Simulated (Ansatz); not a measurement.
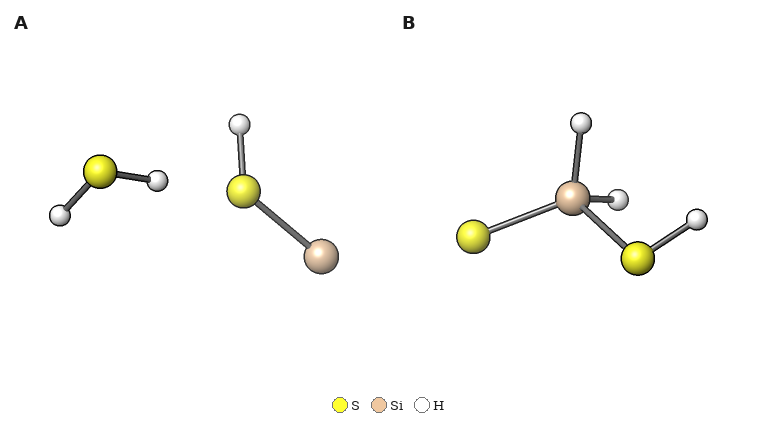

2 stationary structures of one formula. State: charge −1, singlet. Geometries: PBE0-D4/def2-TZVPD. Electronic energies: RHF-CCSD(T) (frozen core)/def2-TZVPPD (Ansatz 0.2.0), without zero-point energy. No frequency run is at hand to confirm each as a minimum.

Rank them by energy, lowest first.

Answer. B is lowest (Cs); A lies 388.8 kJ/mol above it.
